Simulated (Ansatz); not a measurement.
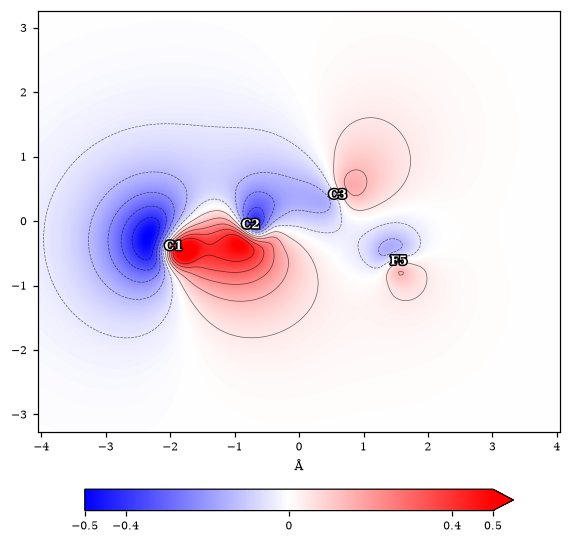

Figure 1: C3HF2 (SMILES [C-]#CC(F)F) (charge −1). The HOMO−1 on the plane of atoms C2, C3 and F5 (values in Å⁻³ᐟ²; the overall sign is arbitrary).

Geometry: PBE0-D3(BJ)/def2-SVPD.

Level of theory: Ansatz, isolated molecule in a Gaussian basis; Kohn-Sham density functional theory, functional PBE0.

Input file:

```
crystal:
  periodic: [false, false, false]
  atoms:
    - symbol: C
      position_ang: [1.452704, -0.468603, -1.547941]
    - symbol: C
      position_ang: [1.171470, 0.410663, -0.707508]
    - symbol: C
      position_ang: [0.898875, 1.524484, 0.142759]
    - symbol: F
      position_ang: [-0.434430, 1.608183, 0.549605]
    - symbol: F
      position_ang: [1.607652, 1.500164, 1.345782]
    - symbol: H
      position_ang: [1.125266, 2.509104, -0.304283]
basis:
  gaussian:
    orbitals: def2-TZVPD
total_charge: -1
hamiltonian:
  xc: pbe0
output: {forces: true, orbitals: {seedname: orbitals}}
```

Run with:

```sh
ansatz run input.yaml --threads 2 --pin off --max-ram 4350MiB --events-out events.jsonl --progress --plain --runs-dir runs
```

### Describe this orbital and give its energy.

Its weight (Hirshfeld) is mainly on C1 (about 55 %) and C2 (about 35 %). Its energy is −1.89 eV.
